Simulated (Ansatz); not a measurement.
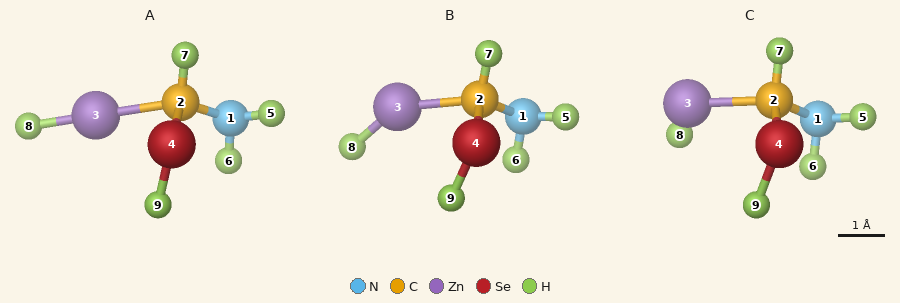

3 geometries from one relaxation of CH5NSeZn, in shuffled order. Style: ball-and-stick. Shown from a free direction.

The run prepares an end point of a later path (inversion) calculation, from a guessed geometry.

Level of theory: RKS PBE0/def2-SVP (Ansatz). Set-up: no spin polarisation; force threshold 0.015 eV/Å; at most 40 steps.

> Put them in the order of the run, from the start to the converged end.

C, B, A. They are steps 0, 4, 13, at +15.337 eV, +0.414 eV relative to the last. After 13 geometry steps the energy has fallen by 15.337 eV. The largest force component goes from 58 to 0.012 eV/Å. The atom that moves furthest after the best rigid fit is H8 (1.14 Å). Largest moves by element: H 1.14 Å, Zn 0.33 Å, N 0.28 Å, C 0.21 Å, Se 0.20 Å. Among the contacts that change: Zn3–H8 0.809 → 1.542 Å, C2–Se4 1.876 → 2.081 Å, Se4–H9 1.568 → 1.474 Å, N1–H5 1.109 → 1.019 Å. Bond angles that change, for instance: C2–Zn3–H8 112.2° → 177.7°, Se4–C2–H7 111.8° → 97.9°, Zn3–C2–Se4 106.8° → 94.2°.
